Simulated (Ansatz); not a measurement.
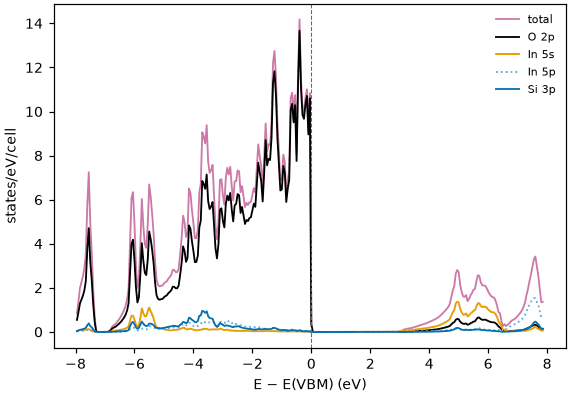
Figure. Total and projected density of states of In2Si2O7 in space group C2/m (No. 12; Pearson symbol mS22), PBEsol in the plane-wave PAW code Ansatz

Question: Which orbitals carry the states next to the gap?

Answer: Top 1 eV of the valence band: O 2p 96 %. Bottom 1 eV of the conduction band: In 5s 46 %, O 2s 24 %, O 2p 13 %, Si 3s 7 %, In 5p 7 %. Projections are on Löwdin-orthogonalised atomic valence shells; empty p or d shells of many metals are not among them.

Question: Where is the tallest occupied peak in this window, and what makes it?

Answer: Near -0.4 eV, about 14 states/eV per cell; the largest projected share is O 2p.

The workflow started from a Materials Project entry (that database holds measured and hypothetical structures alike); the Crystallography Open Database files this formula in space group No. 12, but the cells were not matched. Whether it is the stable phase at ambient conditions was not checked. The PBEsol relaxation kept the symmetry of its start; whether a distortion lowers the energy is not shown. Scalar-relativistic: spin–orbit coupling is off unless named, which matters more the heavier the elements.

Potentials: the later of the program's two PAW sets.
